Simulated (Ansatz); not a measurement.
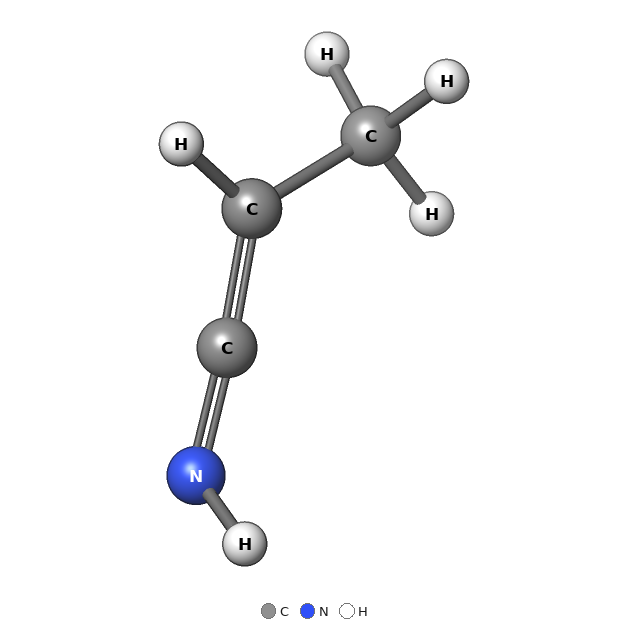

Starting geometry of the run.

Input file:

```yaml
crystal:
  periodic: [false, false, false]
  atoms:
    - {symbol: C, position_ang: [-0.018770, 0.625615, -1.138421]}
    - {symbol: C, position_ang: [0.286770, -0.515092, -0.215085]}
    - {symbol: C, position_ang: [0.132480, -0.465429, 1.080844]}
    - {symbol: N, position_ang: [0.103281, -0.373629, 2.298723]}
    - {symbol: H, position_ang: [-0.795163, 0.354952, -1.859727]}
    - {symbol: H, position_ang: [-0.362931, 1.500122, -0.585422]}
    - {symbol: H, position_ang: [0.869679, 0.915834, -1.706426]}
    - {symbol: H, position_ang: [0.651317, -1.450429, -0.627509]}
    - {symbol: H, position_ang: [-0.778163, -0.638345, 2.735924]}
basis:
  gaussian: {orbitals: def2-SVPD}
hamiltonian: {xc: {name: PBE-QIDH}}
accuracy: high
output: {forces: true}
```

It was started with:

```sh
ansatz run in.yaml --threads 2 --pin off --events-out ev --progress --plain --max-ram 4352MiB
```

Output:

```
Functional definition: PBE-QIDH
  name "PBE-QIDH"
  cite "Brémond, Sancho-García, Pérez-Jiménez & Adamo, J. Chem. Phys. 141, 031101 (2014) doi:10.1063/1.4890314"
  cite "Perdew, Burke & Ernzerhof, Phys. Rev. Lett. 77, 3865 (1996) doi:10.1103/PhysRevLett.77.3865"
  parameter a = 3^(-1/3)
  parameter c = 1/3
  exchange = (1 - a)*pbe_x + a*exact_x
  correlation = (1 - c)*pbe_c + c*(mp2_os + mp2_ss)
2438 factors; integrals over basis functions are off by at most 3.4e-9 eV
mean field evaluation 1: about -4661.7002 eV, gradient 3.3e1 eV
mean field evaluation 2: about -4661.6996 eV, gradient 3.3e1 eV
mean field evaluation 4: about -4664.2853 eV, gradient 3.6e0 eV
mean field evaluation 8: about -4664.3242 eV, gradient 1.8e-1 eV
mean field evaluation 16: about -4664.3244 eV, gradient 1.1e-5 eV
mean field -4664.32443824 eV, -171.4107615125 hartree, gradient 6.9e-8 eV, S^2 0.000000; 0 other end points of the search recorded, 0 dependent functions left out
4 core orbitals not correlated: weight in the atoms' cores, before any rotation towards them, 1.000 or more for the frozen orbitals, at most 0.000 for the correlated occupied ones
reference -4664.32443951 eV, -171.4107615592 hartree; 11, 11 occupied and 105, 105 virtual orbitals, 2438 factors
second order -18.22030909 eV of doubles, -0.00000000 eV of singles
the calculation of the forces begins
Total energy: -4670.39787587 eV, -171.6339562289 hartree
Atom 0 at    -0.018770     0.625615    -1.138421 Å, force     0.015839    -0.054248    -0.002129 eV/Å
Atom 1 at     0.286770    -0.515092    -0.215085 Å, force     0.002698     0.080766    -0.505739 eV/Å
Atom 2 at     0.132480    -0.465429     1.080844 Å, force     0.039390     0.000799     0.068829 eV/Å
Atom 3 at     0.103281    -0.373629     2.298723 Å, force    -0.167314    -0.017668     0.492499 eV/Å
Atom 4 at    -0.795163     0.354952    -1.859727 Å, force    -0.065953    -0.018412    -0.050524 eV/Å
Atom 5 at    -0.362931     1.500122    -0.585422 Å, force    -0.033924     0.084814     0.053697 eV/Å
Atom 6 at     0.869679     0.915834    -1.706426 Å, force     0.072437     0.023941    -0.036090 eV/Å
Atom 7 at     0.651317    -1.450429    -0.627509 Å, force     0.048985    -0.131052    -0.036672 eV/Å
Atom 8 at    -0.778163    -0.638345     2.735924 Å, force     0.087844     0.031060     0.016129 eV/Å
Dipole moment:    -0.265656    -0.069399    -0.200958 e Å
```

Self-consistency was reached.
